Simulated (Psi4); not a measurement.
# SnCl4 (tin tetrachloride) at TPSS/def2-TZVPD (density fitting, core potential, sweep point 4)

Aim: the vertical ionisation energy of SnCl4 (tin tetrachloride) at TPSS/def2-TZVPD (density fitting, core potential, sweep point 4), from 2 runs. Input form: a Python script.

Program for the calculation: Psi4 1.11.

7 further runs of the same task are left out: 6 that didn't finish, 1 set aside as unsound or not needed. Runs told in other sessions of the task aren't counted.

### Step 1. The system as given

SnCl4 has 5 atoms, charge 0, and is taken as a singlet. As SMILES, `[Cl][Sn]([Cl])([Cl])[Cl]`. Geometry: relaxed at PBE0-D4/def2-TZVP.

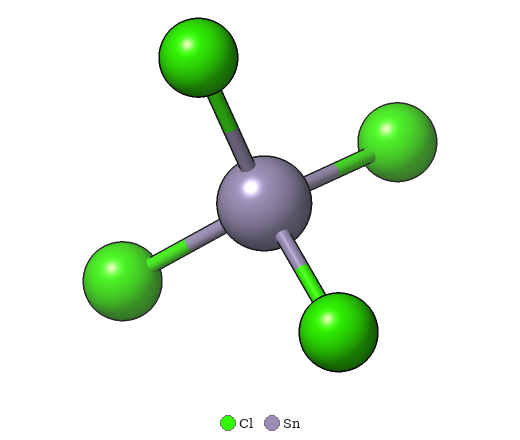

Viewed from a chosen angle; chlorine green, tin purple.

### Step 2. The energy at TPSS/def2-TZVPD (density fitting, core potential, sweep point 4)

File job.py:

```python
import psi4

psi4.set_memory('1600 MB')
psi4.set_num_threads(1)
psi4.set_output_file('psi4.out', False)

geom = psi4.geometry("""
0 1
Cl    -2.07231146    -0.30556871     3.78122859
Sn    -0.00001890     0.00000000    -0.00005669
Cl     3.58828755    -2.40705755     0.12481641
Cl    -2.57378808    -1.41383639    -3.17199979
Cl     1.05783089     4.12644376    -0.73400742
units au
symmetry c1
""")

psi4.set_options({
    'reference': 'rks',
    'puream': True,
    'scf_type': 'df',
    'dft_radial_points': 99,
    'dft_spherical_points': 590,
})

energy_value = psi4.energy('tpss/def2-TZVPD')
print(f'tpss/def2-TZVPD energy: {energy_value:.10f} Eh')
for k, v in sorted(psi4.core.scalar_variables().items()):
    print(f'{k:45s} {v:18.10f}')
```

Started as:

```
$ python job.py
```

psi4.out:

```text
[...]
    !!!  WARNING: ECP capability is in beta. Please check occupations closely.  !!!
[...]
  Running in c1 symmetry.
[...]
  Nuclear repulsion =  591.733399093361641
[...]
  Multiplicity = 1
[...]
  Nalpha       = 45
  Nbeta        = 45
[...]
    Number of basis functions: 240
[...]
   @DF-RKS iter   1: -2054.66502330987396   -3.11064e-01   5.01273e-03 DIIS/ADIIS
[...]
   @DF-RKS iter   9: -2055.33698853011720   -5.48821e-08   1.26081e-07 DIIS
[...]
    Orbital Energies [Eh]
    ---------------------
    Doubly Occupied:
       1A   -101.015418     2A   -101.015411     3A   -101.015409
       4A   -101.015407     5A     -9.266223     6A     -9.266216
       7A     -9.266214     8A     -9.266211     9A     -7.043743
      10A     -7.043736    11A     -7.043735    12A     -7.043730
      13A     -7.036410    14A     -7.036406    15A     -7.036403
      16A     -7.036400    17A     -7.036399    18A     -7.036398
      19A     -7.036397    20A     -7.036396    21A     -5.021135
      22A     -3.393071    23A     -3.393071    24A     -3.393070
      25A     -1.041625    26A     -1.041623    27A     -1.041622
      28A     -1.035364    29A     -1.035364    30A     -0.805444
      31A     -0.774127    32A     -0.774120    33A     -0.774118
      34A     -0.502507    35A     -0.388168    36A     -0.388163
[...]
  @DF-RKS Final Energy: -2055.33698853011720
   => Energetics <=
    Nuclear Repulsion Energy =            591.7333990933616406
    One-Electron Energy =               -4098.2223143416358653
    Two-Electron Energy =                1582.3541961532671394
    DFT Exchange-Correlation Energy =    -131.2022694351099972
    Empirical Dispersion Energy =           0.0000000000000000
    VV10 Nonlocal Energy =                  0.0000000000000000
    Total Energy =                      -2055.3369885301171962
[...]
 Multipole Moments:
 ------------------------------------------------------------------------------------
     Multipole            Electronic (a.u.)      Nuclear  (a.u.)        Total (a.u.)
 ------------------------------------------------------------------------------------
 L = 1.  Multiply by 2.5417464519 to convert [e a0] to [Debye]
 Dipole X            :         -0.0004889            0.0004616           -0.0000272
 Dipole Y            :          0.0001206           -0.0000923            0.0000283
 Dipole Z            :         -0.0014774            0.0012923           -0.0001851
 Magnitude           :                                                    0.0001892
[...]
```

On the terminal:

```text
tpss/def2-TZVPD energy: -2055.3369885301 Eh
CURRENT ENERGY                                  -2055.3369885301
CURRENT REFERENCE ENERGY                        -2055.3369885301
DD SOLVATION ENERGY                                 0.0000000000
DFT FUNCTIONAL TOTAL ENERGY                     -2055.3369885301
DFT TOTAL ENERGY                                -2055.3369885301
DFT VV10 ENERGY                                     0.0000000000
DFT XC ENERGY                                    -131.2022694351
GRID ELECTRONS ALPHA                               45.0000004384
GRID ELECTRONS BETA                                45.0000004384
GRID ELECTRONS TOTAL                               90.0000008769
NUCLEAR REPULSION ENERGY                          591.7333990934
ONE-ELECTRON ENERGY                             -4098.2223143416
PCM POLARIZATION ENERGY                             0.0000000000
PE ENERGY                                           0.0000000000
SCF ITERATION ENERGY                            -2055.3369885301
SCF ITERATIONS                                      9.0000000000
SCF TOTAL ENERGY                                -2055.3369885301
TWO-ELECTRON ENERGY                              1582.3541961533
XC GRID RADIAL POINTS                              99.0000000000
XC GRID SPHERICAL POINTS                          590.0000000000
XC GRID TOTAL POINTS                           280196.0000000000
```

Run time: 56 s. Hardware: 1 thread of Intel Xeon 6975P-C (Granite Rapids), shared host; peak memory 1.4 GiB.

### Step 3. The doublet cation at the same level

File run.py:

```python
import psi4

psi4.set_memory(1600000000)
psi4.set_num_threads(1)
psi4.core.set_output_file('output.dat', False)

molecule = psi4.geometry("""
1 2
Cl    -2.07231146    -0.30556871     3.78122859
Sn    -0.00001890     0.00000000    -0.00005669
Cl     3.58828755    -2.40705755     0.12481641
Cl    -2.57378808    -1.41383639    -3.17199979
Cl     1.05783089     4.12644376    -0.73400742
units au
symmetry c1
""")

psi4.set_options({
    'basis': 'def2-TZVPD',
    'reference': 'uks',
    'puream': True,
    'scf_type': 'df',
    'dft_radial_points': 99,
    'dft_spherical_points': 590,
    'maxiter': 100,
})

energy_value = psi4.energy('tpss', molecule=molecule)
print(f'tpss energy: {energy_value:.10f} Eh')
for k, v in sorted(psi4.core.scalar_variables().items()):
    print(f'{k:45s} {v:18.10f}')
```

Started as:

```
$ python run.py
```

output.dat:

```text
[...]
    !!!  WARNING: ECP capability is in beta. Please check occupations closely.  !!!
[...]
  Running in c1 symmetry.
[...]
  Nuclear repulsion =  591.733399093361641
[...]
  Multiplicity = 2
[...]
  Nalpha       = 45
  Nbeta        = 44
[...]
    Number of basis functions: 240
[...]
   @DF-UKS iter   1: -2054.33928560788218    1.46739e-02   4.71888e-03 DIIS/ADIIS
[...]
   @DF-UKS iter  37: -2054.93288777446787   -1.41955e-07   7.29897e-07 DIIS
[...]
   @S^2 Observed:                7.518304339E-01
[...]
    Orbital Energies [Eh]
    ---------------------
    Alpha Occupied:
       1A   -101.226729     2A   -101.226725     3A   -101.226725
       4A   -101.226724     5A     -9.475602     6A     -9.475599
       7A     -9.475599     8A     -9.475598     9A     -7.251988
      10A     -7.251986    11A     -7.251983    12A     -7.251982
      13A     -7.250206    14A     -7.250205    15A     -7.250203
      16A     -7.250203    17A     -7.244130    18A     -7.244126
      19A     -7.244124    20A     -7.244123    21A     -5.214197
      22A     -3.586202    23A     -3.586202    24A     -3.586109
      25A     -1.235050    26A     -1.235049    27A     -1.234978
      28A     -1.228712    29A     -1.228384    30A     -1.008053
      31A     -0.977600    32A     -0.977600    33A     -0.977567
      34A     -0.696553    35A     -0.583352    36A     -0.583351
[...]
  @DF-UKS Final Energy: -2054.93288777446787
   => Energetics <=
    Nuclear Repulsion Energy =            591.7333990933616406
    One-Electron Energy =               -4080.0701486618736453
    Two-Electron Energy =                1564.2648127190163905
    DFT Exchange-Correlation Energy =    -130.8609509249723999
    Empirical Dispersion Energy =           0.0000000000000000
    VV10 Nonlocal Energy =                  0.0000000000000000
    Total Energy =                      -2054.9328877744678721
  UHF NO Occupations:
  HONO-2 :   43  A 1.9997839
  HONO-1 :   44  A 1.9997838
[...]
 Multipole Moments:
 ------------------------------------------------------------------------------------
     Multipole            Electronic (a.u.)      Nuclear  (a.u.)        Total (a.u.)
 ------------------------------------------------------------------------------------
 L = 1.  Multiply by 2.5417464519 to convert [e a0] to [Debye]
 Dipole X            :         -0.0001726            0.0004616            0.0002890
 Dipole Y            :         -0.0002500           -0.0000923           -0.0003423
 Dipole Z            :         -0.0005746            0.0012923            0.0007177
 Magnitude           :                                                    0.0008460
[...]
```

The script printed:

```text
tpss energy: -2054.9328877745 Eh
CURRENT ENERGY                                  -2054.9328877745
CURRENT REFERENCE ENERGY                        -2054.9328877745
DD SOLVATION ENERGY                                 0.0000000000
DFT FUNCTIONAL TOTAL ENERGY                     -2054.9328877745
DFT TOTAL ENERGY                                -2054.9328877745
DFT VV10 ENERGY                                     0.0000000000
DFT XC ENERGY                                    -130.8609509250
GRID ELECTRONS ALPHA                               45.0000004376
GRID ELECTRONS BETA                                44.0000004286
GRID ELECTRONS TOTAL                               89.0000008662
NUCLEAR REPULSION ENERGY                          591.7333990934
ONE-ELECTRON ENERGY                             -4080.0701486619
PCM POLARIZATION ENERGY                             0.0000000000
PE ENERGY                                           0.0000000000
SCF ITERATION ENERGY                            -2054.9328877745
SCF ITERATIONS                                     37.0000000000
SCF TOTAL ENERGY                                -2054.9328877745
TWO-ELECTRON ENERGY                              1564.2648127190
XC GRID RADIAL POINTS                              99.0000000000
XC GRID SPHERICAL POINTS                          590.0000000000
XC GRID TOTAL POINTS                           280196.0000000000
```

It took 4.6 min on 1 thread of Intel Xeon 6975P-C (Granite Rapids), shared host; peak memory 1.4 GiB.

### Step 4. Summary of results

Level: TPSS/def2-TZVPD (density fitting, core potential, sweep point 4).

| quantity | value |
| --- | --- |
| singlet SnCl4: total energy | -2055.33699 Eh |
| singlet SnCl4: dipole moment | 0.00 D |
| singlet SnCl4: HOMO energy | -8.47 eV |
| singlet SnCl4: LUMO energy | -4.03 eV |
| singlet SnCl4: HOMO–LUMO gap | 4.44 eV |
| doublet cation: total energy | -2054.93289 Eh |
| doublet cation: HOMO energy (highest over α and β) | -13.61 eV |
| doublet cation: LUMO energy (lowest over α and β) | -13.54 eV |
| doublet cation: ⟨S²⟩ | 0.752 |
| vertical ionisation energy (to the doublet cation) | 10.996 eV |

What this shows: Removing an electron at fixed nuclei costs 11.00 eV (1061 kJ/mol). The negative HOMO energy of the first species, 8.47 eV, lies 2.52 eV below that difference.
